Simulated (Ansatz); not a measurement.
**V3Si: pressure series**

The reference is V$_{3}$Si in the A15 (Cr3Si type) structure (space group Pm-3n, No. 223; a = 4.701 Å).

Cell and atoms are relaxed at each pressure.

All numbers come from PBE (Ansatz, a program for electronic structure; PAW; 420 eV plane waves; without spin-orbit coupling).

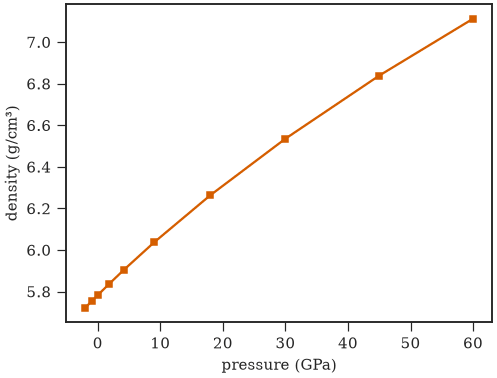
*Density against pressure*

From the plot, what is the density for pressure 18 GPa?

About 6.3 g/cm³.

Is the trend monotonic over the range shown?

Yes, it rises throughout, spanning 5.72 g/cm³ to 7.11 g/cm³.

Load acts through the strain it causes; cell and atoms are relaxed under it. Whether these cells are dynamically stable was not tested. No other phases were tried under pressure. Starting moments died away, wholly or in part, for the base; another magnetic solution may exist. The final runs are not spin-polarised.
